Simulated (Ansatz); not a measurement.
Consider SrTiO₃ in the cubic perovskite structure (space group Pm-3m, No. 221; a = 3.854 Å).

Now apply this change: every lattice vector is shortened by 2.40 %; the atoms relax in the strained cell.

Computed with Ansatz (a quantum-chemistry and plane-wave program), LDA, PAW, cutoff 420 eV, no spin-orbit coupling.

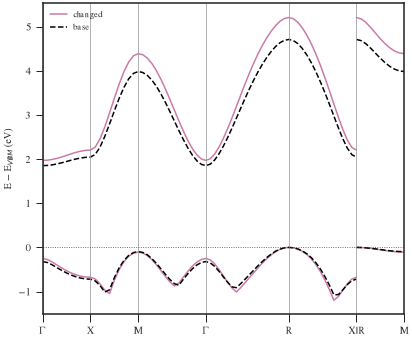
Figure. Highest valence and lowest conduction band along the path, each from its own valence-band maximum

Task: From the figure, how large is the changed gap, and is it direct?

Result: About 2.0 eV, indirect, R → Γ.

Stability against distortions was not tested. The final runs are not spin-polarised. Many cubic perovskites are stable only at high temperature; tilts and polar distortions were not tested.
